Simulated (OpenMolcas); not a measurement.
Excited-state calculation, with input and output: BSiH$_{3}$ClO (part 3 of 3)

BSiH$_{3}$ClO, multiplicity 2, SMILES [SiH3]O[B]Cl; MC-PDFT (tLSDA)/ANO-S-VDZ (OpenMolcas 26.06). The geometry comes from this level: PBE0-D4/def2-TZVP.

Geometry of the input (Å):
```
Si -0.5730  0.7754  0.3748
O  0.0449  -0.6484  -0.2336
B  1.2562  -1.0421  -0.5966
Cl 1.6050  -2.6368  -1.2191
H  -1.2013  0.4568  1.6761
H  0.5156  1.7666  0.5412
H  -1.5863  1.2604  -0.5884
```

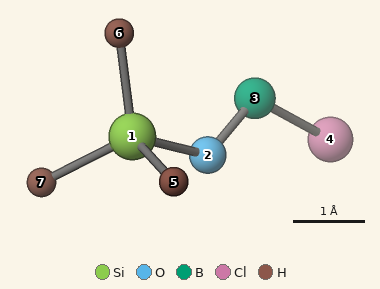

Figure 1. The structure as given in the input (ball-and-stick view, seen at a tilt; atoms are numbered from 1 in the order of the input).

**Log, continued**
```
++    Natural Bond Order analysis
      ---------------------------
      Based on LoProp computed density
      -------------------------------------------------------------------------------------
      Atom A       Atom B       Bond Order
      -------------------------------------------------------------------------------------
      NBO located      0.993 non-bonded electrons on atom SI1
      NBO located      1.000 non-bonded electrons on atom SI1
      NBO located      0.997 non-bonded electrons on atom SI1
      NBO located      0.998 non-bonded electrons on atom SI1
      NBO located      0.998 non-bonded electrons on atom SI1
      NBO located      1.000 non-bonded electrons on atom O2
      NBO located      0.963 non-bonded electrons on atom O2
      NBO located      0.992 non-bonded electrons on atom B3
      NBO located      1.011 non-bonded electrons on atom CL4
      NBO located      0.998 non-bonded electrons on atom CL4
      NBO located      1.000 non-bonded electrons on atom CL4
      NBO located      1.000 non-bonded electrons on atom CL4
      NBO located      1.000 non-bonded electrons on atom CL4
      NBO located      1.000 non-bonded electrons on atom CL4
      The remaining   10.136 electrons are to be considered as diffuse
--

--

      Von Neumann Entropy (Root   5) =  1.49452

      Mulliken population analysis for root number:  5
      -----------------------------------------------

++    Molecular charges:
      ------------------

      Mulliken charges per centre
      ---------------------------

                SI1     O2      B3      CL4     H5      H6      H7
      Total   12.8302  8.7303  5.5322 16.3647  1.1855  1.1710  1.1860

      N-E      1.1698 -0.7303 -0.5322  0.6353 -0.1855 -0.1710 -0.1860

      Total electronic charge=   47.000000

      Total            charge=   -0.000000
--

      Expectation values of various properties for root number:  5
      -----------------------------------------------------------

++    Molecular properties:
      ---------------------

      Charge (e):
                      =   -0.0000
      Dipole Moment (debye):
      Origin of the operator (angstrom)=    0.5631   -0.9556   -0.4389
                   X= -5.2529E-02               Y= -2.7493E+00               Z= -9.5106E-01           Total=  2.9096E+00
      Quadrupole Moment (debye*angstrom):
      Origin of the operator (angstrom)=    0.5631   -0.9556   -0.4389
                  XX= -4.0623E+01              XY= -6.5188E+00              XZ= -3.0909E+00              YY= -3.2638E+01
                  YZ=  5.5470E+00              ZZ= -4.2534E+01
      In traceless form (debye*angstrom)
                  XX= -3.0376E+00              XY= -9.7782E+00              XZ= -4.6364E+00              YY=  8.9411E+00
                  YZ=  8.3206E+00              ZZ= -5.9035E+00
--

      Mulliken spin population analysis for root number:  5
      ---------------------------------------------------

++    Molecular charges:
      ------------------

      Mulliken spin population per centre
      ---------------------------

                SI1     O2      B3      CL4     H5      H6      H7
      Total    0.0011  0.0204  0.0386  0.9376  0.0005  0.0013  0.0006

      Total electronic spin=    1.000000
--

      LoProp population analysis for root number:  5
      -----------------------------------------------

++    LoProp analysis:
      ----------------

++    Static properties:
      ------------------

      LoProp Charges per center

                   SI1      O2       B3       CL4      H5       H6       H7
      Nuclear     14.0000   8.0000   5.0000  17.0000   1.0000   1.0000   1.0000
      Electronic -13.1948  -8.7045  -5.4035 -16.3916  -1.1013  -1.1027  -1.1016

      Total        0.8052  -0.7045  -0.4035   0.6084  -0.1013  -0.1027  -0.1016
--

      Natural Bond Order analysis for root number:  5

++    Natural Bond Order analysis
      ---------------------------
      Based on LoProp computed density
      -------------------------------------------------------------------------------------
      Atom A       Atom B       Bond Order
      -------------------------------------------------------------------------------------
      NBO located      0.993 non-bonded electrons on atom SI1
      NBO located      1.000 non-bonded electrons on atom SI1
      NBO located      0.997 non-bonded electrons on atom SI1
      NBO located      0.998 non-bonded electrons on atom SI1
      NBO located      0.998 non-bonded electrons on atom SI1
      NBO located      1.000 non-bonded electrons on atom O2
      NBO located      0.961 non-bonded electrons on atom O2
      NBO located      0.992 non-bonded electrons on atom B3
      NBO located      1.010 non-bonded electrons on atom CL4
      NBO located      0.998 non-bonded electrons on atom CL4
      NBO located      1.000 non-bonded electrons on atom CL4
      NBO located      1.000 non-bonded electrons on atom CL4
      NBO located      1.000 non-bonded electrons on atom CL4
      NBO located      1.000 non-bonded electrons on atom CL4
      The remaining   10.156 electrons are to be considered as diffuse
--

--

      Average orbitals are written to the RASORB file
      Natural orbitals for root   1 are written to the RASORB.1 file
      Natural orbitals for root   2 are written to the RASORB.2 file
      Natural orbitals for root   3 are written to the RASORB.3 file
      Natural orbitals for root   4 are written to the RASORB.4 file
      Natural orbitals for root   5 are written to the RASORB.5 file
      Spin density orbitals for root   1 are written to the SPDORB.1 file
      Spin density orbitals for root   2 are written to the SPDORB.2 file
      Spin density orbitals for root   3 are written to the SPDORB.3 file
      Spin density orbitals for root   4 are written to the SPDORB.4 file
      Spin density orbitals for root   5 are written to the SPDORB.5 file

--- Stop Module: rasscf /rc=_RC_ALL_IS_WELL_ ---
           step13.LoProp.molden step13.RasOrb step13.RasOrb.1 step13.RasOrb.2 step13.RasOrb.3 step13.RasOrb.4 step13.RasOrb.5 step13.rasscf.h5 step13.SpdOrb.1 step13.SpdOrb.2
           step13.SpdOrb.3 step13.SpdOrb.4 step13.SpdOrb.5 xmldump
--- Module rasscf spent 5 seconds ---

--- Start Module: mcpdft ---

                                              &MCPDFT

                       available to each process: 1.9 GB of memory, 1 thread

 ###############################################################################
 ###    WARNING: Deprecation warning: KSDF should be replaced                ###
 ###    with FUNC keyword                                                    ###
 ###############################################################################

++    Wave function specifications:
      -----------------------------

      Number of closed shell electrons          44
      Number of electrons in active shells       3
      Max number of holes in RAS1 space          0
      Max nr of electrons in RAS3 space          0
      Number of inactive orbitals               22
      Number of active orbitals                  3
      Number of secondary orbitals              25
      Spin quantum number                      0.5
      State symmetry                             1
      Number of CSFs                             8
      Number of RASSCF root(s) available         5
--

++    Orbital specifications:
      -----------------------

      Symmetry species                           1
                                                 a
      Frozen orbitals                            0
      Inactive orbitals                         22
      Active orbitals                            3
      RAS1 orbitals                              0
      RAS2 orbitals                              3
      RAS3 orbitals                              0
      Secondary orbitals                        25
      Deleted orbitals                           0
      Number of basis functions                 50
--

++    MCPDFT specifications:
      ----------------------

      Cholesky decomposition                     Off
      Type of calculation                        MC-PDFT
      On-Top Functional                          T:LSDA
      Exchange scaling factor                    1.00
      Correlation scaling factor                 1.00
      Wave function energy weight                0.25
--

      Numerical integration parameters
      --------------------------------
      Radial quadrature type:                         MHL
      Size of radial grid:                            75
      Lebedev angular grid:                           29
      Angular grid pruned with the crowding factor:  3.00E+00
                                 and fading factor:  6.00E+00
      Screening threshold for integral computation:   1.00E-11
      Radial quadrature accuracy:                     1.00E-25
      Maximum batch size:                             128
      AO values are stored on disk

++    DFT functional specifications:
      ------------------------------
      Using Libxc version: 6.2.2
      Please cite the following reference:
      S. Lehtola, C. Steigemann, M. J.T. Oliveira, and M. A.L. Marques.,  SoftwareX 7, 1–5 (2018) doi:10.1016/j.softx.2017.11.002

      * Slater exchange
        - P. A. M. Dirac.,  Math. Proc. Cambridge Philos. Soc. 26, 376 (1930) doi:10.1017/S0305004100016108
        - F. Bloch.,  Z. Phys. 57, 545 (1929) doi:10.1007/BF01340281
      * Vosko, Wilk & Nusair (VWN5_RPA)
--
   File JOBOLD not found -- use JOBIPH.
      The MO-coefficients are taken from the file:
      JOBIPH
 Reference MC-SCF energies taken from JOBIPH

++    MC-PDFT RESULTS, STATE 0001
      ---------------------------

      MCSCF reference energy                                             -849.64790572

      Integrated total density:                                                 47.000
      Integrated alpha density before functional transformation:                24.000
      Integrated  beta density before functional transformation:                23.000
      Integrated alpha density  after functional transformation:                24.006
      Integrated  beta density  after functional transformation:                22.994
      Integrated alpha tau     before functional transformation:                 0.000
      Integrated  beta tau     before functional transformation:                 0.000
      Integrated alpha tau      after functional transformation:                 0.000
      Integrated  beta tau      after functional transformation:                 0.000
      NOTE:
      Densities after transformation are intermediate quantities
      and should not be interpreted as real spin densities

      Exchange energy scaling factor                                          1.000000
      Correlation energy scaling factor                                       1.000000

      Integrated alpha exchange energy                                      -28.242278
      Integrated beta  exchange energy                                      -27.869446
      Integrated  correlation   energy                                       -4.366434

      Nuclear Repulsion energy                                            174.53206697
      CASSCF contribution energy                                         -788.44408391
      On-top energy                                                       -60.47815741

      Information for hybrid PDFT:
      Wave function percentage (Lambda*100)                                      25.00
      Wave function energy                                               -212.41197643
      PDFT energy                                                        -636.69168099

      Total MCPDFT energy for state   1                                  -849.10365742
--

++    MC-PDFT RESULTS, STATE 0002
      ---------------------------

      MCSCF reference energy                                             -849.52558715

      Integrated total density:                                                 47.000
      Integrated alpha density before functional transformation:                24.000
      Integrated  beta density before functional transformation:                23.000
      Integrated alpha density  after functional transformation:                24.092
      Integrated  beta density  after functional transformation:                22.908
      Integrated alpha tau     before functional transformation:                 0.000
      Integrated  beta tau     before functional transformation:                 0.000
      Integrated alpha tau      after functional transformation:                 0.000
      Integrated  beta tau      after functional transformation:                 0.000
      NOTE:
      Densities after transformation are intermediate quantities
      and should not be interpreted as real spin densities

      Exchange energy scaling factor                                          1.000000
      Correlation energy scaling factor                                       1.000000

      Integrated alpha exchange energy                                      -28.285217
      Integrated beta  exchange energy                                      -27.824757
      Integrated  correlation   energy                                       -4.367200

      Nuclear Repulsion energy                                            174.53206697
      CASSCF contribution energy                                         -788.34894922
      On-top energy                                                       -60.47717380

      Information for hybrid PDFT:
      Wave function percentage (Lambda*100)                                      25.00
      Wave function energy                                               -212.38139679
      PDFT energy                                                        -636.61959226

      Total MCPDFT energy for state   2                                  -849.00098905
--

++    MC-PDFT RESULTS, STATE 0003
      ---------------------------

      MCSCF reference energy                                             -849.43804374

      Integrated total density:                                                 47.000
      Integrated alpha density before functional transformation:                24.000
      Integrated  beta density before functional transformation:                23.000
      Integrated alpha density  after functional transformation:                24.285
      Integrated  beta density  after functional transformation:                22.715
      Integrated alpha tau     before functional transformation:                 0.000
      Integrated  beta tau     before functional transformation:                 0.000
      Integrated alpha tau      after functional transformation:                 0.000
      Integrated  beta tau      after functional transformation:                 0.000
      NOTE:
      Densities after transformation are intermediate quantities
      and should not be interpreted as real spin densities

      Exchange energy scaling factor                                          1.000000
      Correlation energy scaling factor                                       1.000000

      Integrated alpha exchange energy                                      -28.339405
      Integrated beta  exchange energy                                      -27.636249
      Integrated  correlation   energy                                       -4.357792

      Nuclear Repulsion energy                                            174.53206697
      CASSCF contribution energy                                         -788.38010619
      On-top energy                                                       -60.33344709

      Information for hybrid PDFT:
      Wave function percentage (Lambda*100)                                      25.00
      Wave function energy                                               -212.35951093
      PDFT energy                                                        -636.53516496

      Total MCPDFT energy for state   3                                  -848.89467590
--

++    MC-PDFT RESULTS, STATE 0004
      ---------------------------

      MCSCF reference energy                                             -849.39314674

      Integrated total density:                                                 47.000
      Integrated alpha density before functional transformation:                24.000
      Integrated  beta density before functional transformation:                23.000
      Integrated alpha density  after functional transformation:                24.647
      Integrated  beta density  after functional transformation:                22.353
      Integrated alpha tau     before functional transformation:                 0.000
      Integrated  beta tau     before functional transformation:                 0.000
      Integrated alpha tau      after functional transformation:                 0.000
      Integrated  beta tau      after functional transformation:                 0.000
      NOTE:
      Densities after transformation are intermediate quantities
      and should not be interpreted as real spin densities

      Exchange energy scaling factor                                          1.000000
      Correlation energy scaling factor                                       1.000000

      Integrated alpha exchange energy                                      -28.463743
      Integrated beta  exchange energy                                      -27.548068
      Integrated  correlation   energy                                       -4.346669

      Nuclear Repulsion energy                                            174.53206697
      CASSCF contribution energy                                         -788.31652730
      On-top energy                                                       -60.35848030

      Information for hybrid PDFT:
      Wave function percentage (Lambda*100)                                      25.00
      Wave function energy                                               -212.34828669
      PDFT energy                                                        -636.50625570

      Total MCPDFT energy for state   4                                  -848.85454239
--

++    MC-PDFT RESULTS, STATE 0005
      ---------------------------

      MCSCF reference energy                                             -849.31467009

      Integrated total density:                                                 47.000
      Integrated alpha density before functional transformation:                24.000
      Integrated  beta density before functional transformation:                23.000
      Integrated alpha density  after functional transformation:                24.248
      Integrated  beta density  after functional transformation:                22.752
      Integrated alpha tau     before functional transformation:                 0.000
      Integrated  beta tau     before functional transformation:                 0.000
      Integrated alpha tau      after functional transformation:                 0.000
      Integrated  beta tau      after functional transformation:                 0.000
      NOTE:
      Densities after transformation are intermediate quantities
      and should not be interpreted as real spin densities

      Exchange energy scaling factor                                          1.000000
      Correlation energy scaling factor                                       1.000000

      Integrated alpha exchange energy                                      -28.339701
      Integrated beta  exchange energy                                      -27.631212
      Integrated  correlation   energy                                       -4.356814

      Nuclear Repulsion energy                                            174.53206697
      CASSCF contribution energy                                         -788.31429011
      On-top energy                                                       -60.32772667

      Information for hybrid PDFT:
      Wave function percentage (Lambda*100)                                      25.00
      Wave function energy                                               -212.32866752
      PDFT energy                                                        -636.48151259

      Total MCPDFT energy for state   5                                  -848.81018011
--

::    MCPDFT root number  1 Total energy:   -849.10365742
::    MCPDFT root number  2 Total energy:   -849.00098905
::    MCPDFT root number  3 Total energy:   -848.89467590
::    MCPDFT root number  4 Total energy:   -848.85454239
::    MCPDFT root number  5 Total energy:   -848.81018011

--- Stop Module: mcpdft /rc=_RC_ALL_IS_WELL_ ---
--- Module mcpdft spent 2 seconds ---

.##################.
.# Happy landing! #.
.##################.

    Timing: Wall=10.64 User=9.07 System=1.47
```

**Summary**

- outcome: converged
- total energy: −849.103657 hartree
- basis functions: 50
- dipole moment: 4.83 debye
- wall time: 11 s
- peak memory: 0.37 GiB
